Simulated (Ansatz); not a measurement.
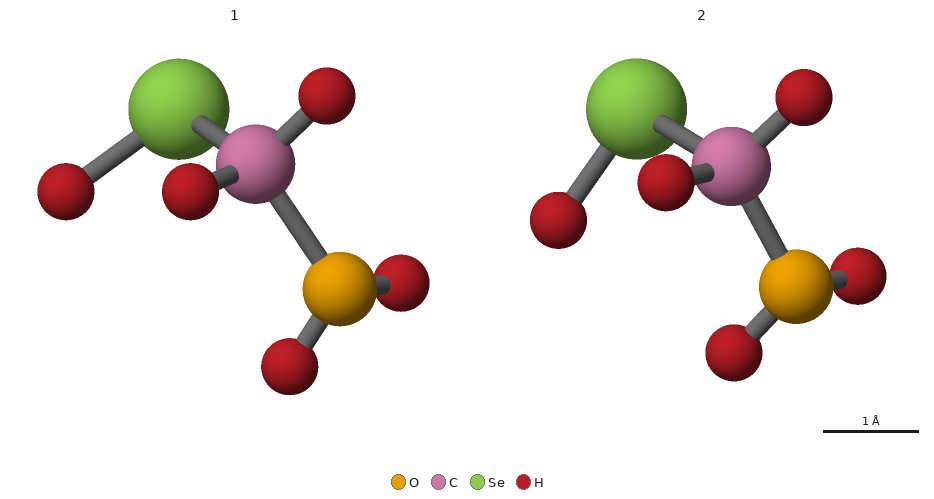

Two geometries of CH5OSe (charge +1), drawn at one scale. One is the start of a relaxation, the other its converged end. The picture is a ball-and-stick view, seen at a tilt.

These are results of Ansatz, RKS B3LYP-D4/def2-SVP, not measurements. (no spin polarisation; force threshold 0.015 eV/Å; at most 40 steps)

Which of the two is the end point?

Answer. Structure 1 is the relaxed one. The run prepares an end point of a later path (torsion) calculation, from a guessed geometry. Over 10 accepted moves (12 points after the start) the energy falls by 6.54 kcal/mol. Largest force component: 2 eV/Å at the start, 0.0083 eV/Å at the end. The line search rejected the trial steps at points 3, 5 of the run. The forces were under the threshold at step 8, but the run went on from there. An H atom moves most after the best rigid fit: 0.42 Å. Largest moves by element: H 0.42 Å, C 0.13 Å, O 0.12 Å, Se 0.12 Å. Among the contacts that change: C–O 1.463 → 1.593 Å, C–Se 2.026 → 1.904 Å, H–Se 1.432 → 1.479 Å, H–O 0.986 → 0.981 Å. Among the angles between lasting bonds that change: O–C–H 107.2° → 101.3°, Se–C–H 111.1° → 116.2°, O–C–Se 109.9° → 114.2°. Groups turn about C–Se by about 25°.
